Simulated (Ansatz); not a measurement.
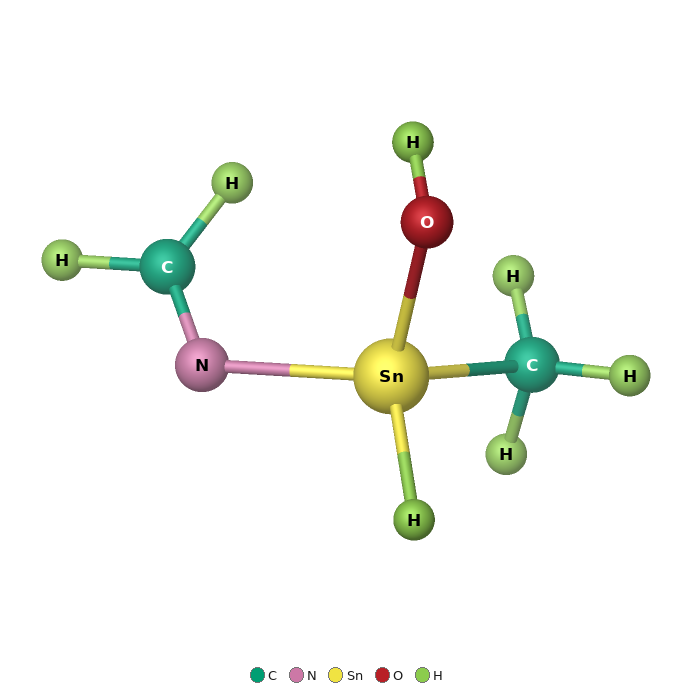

The structure as it stands in the input.

The calculation was set up as follows.

```yaml
crystal:
  periodic: [false, false, false]
  atoms:
    - {symbol: C, position_ang: [-1.123700, 1.559500, 1.078200]}
    - {symbol: N, position_ang: [-0.972400, 0.400000, 1.464000]}
    - {symbol: Sn, position_ang: [0.388600, -0.789200, 0.533900]}
    - {symbol: C, position_ang: [-0.014200, -0.992600, -1.526300]}
    - {symbol: O, position_ang: [2.211800, 0.039600, 0.681500]}
    - {symbol: H, position_ang: [-1.912700, 2.235000, 1.564400]}
    - {symbol: H, position_ang: [-0.585000, 2.018100, 0.236600]}
    - {symbol: H, position_ang: [0.480500, -2.347700, 1.306500]}
    - {symbol: H, position_ang: [-1.087100, -1.452400, -1.567800]}
    - {symbol: H, position_ang: [-0.099400, -0.001900, -1.979100]}
    - {symbol: H, position_ang: [0.654300, -1.645000, -2.003400]}
    - {symbol: H, position_ang: [2.136400, 0.921300, 0.245600]}
basis:
  gaussian: {orbitals: def2-SVP}
hamiltonian: {xc: pbe, dispersion: d4}
relax: {f_tol: 0.03, max_steps: 200}
```

It was started with:

```sh
ansatz run in.yaml --threads 4 --pin off --events-out ev --progress --plain --max-ram 10444MiB
```

What the program printed (its end):

```
mean field -11544.35841487 eV, -424.2473466993 hartree, gradient 2.1e-5 eV, S^2 0.000000; 1 other end points of the search recorded, 0 dependent functions left out
the calculation of the forces begins
reference -11544.35845728 eV, -424.2473482578 hartree; 28, 28 occupied and 89, 89 virtual orbitals, 1328 factors
Total energy: -11544.60312260 eV, -424.2563395426 hartree
Atom 0 at    -1.064296     1.662221     1.392181 Å, force    -0.029009     0.015879    -0.004956 eV/Å
Atom 1 at    -1.354078     0.504636     0.939520 Å, force     0.011976    -0.014318     0.004730 eV/Å
Atom 2 at     0.270800    -0.711072     0.360114 Å, force    -0.003200     0.004432    -0.007165 eV/Å
Atom 3 at    -0.033227    -1.265939    -1.709479 Å, force    -0.002093    -0.008615     0.006073 eV/Å
Atom 4 at     1.951711     0.389789     0.632652 Å, force    -0.002156    -0.000011    -0.005920 eV/Å
Atom 5 at    -1.889290     2.347747     1.710264 Å, force     0.003085    -0.001399     0.001016 eV/Å
Atom 6 at    -0.031327     2.080782     1.508906 Å, force     0.017222     0.000101     0.006507 eV/Å
Atom 7 at     0.453958    -2.015199     1.476559 Å, force    -0.002642     0.002021     0.000631 eV/Å
Atom 8 at    -1.008002    -1.783602    -1.796407 Å, force     0.004633     0.000950     0.001768 eV/Å
Atom 9 at    -0.048817    -0.357783    -2.341107 Å, force     0.000896     0.006703    -0.001582 eV/Å
Atom 10 at     0.776286    -1.940854    -2.045172 Å, force     0.001426    -0.003429    -0.005167 eV/Å
Atom 11 at     2.053382     1.033973    -0.093933 Å, force    -0.000139    -0.002314     0.004064 eV/Å
Dipole moment:     0.031669     0.038688    -0.405711 e Å
```
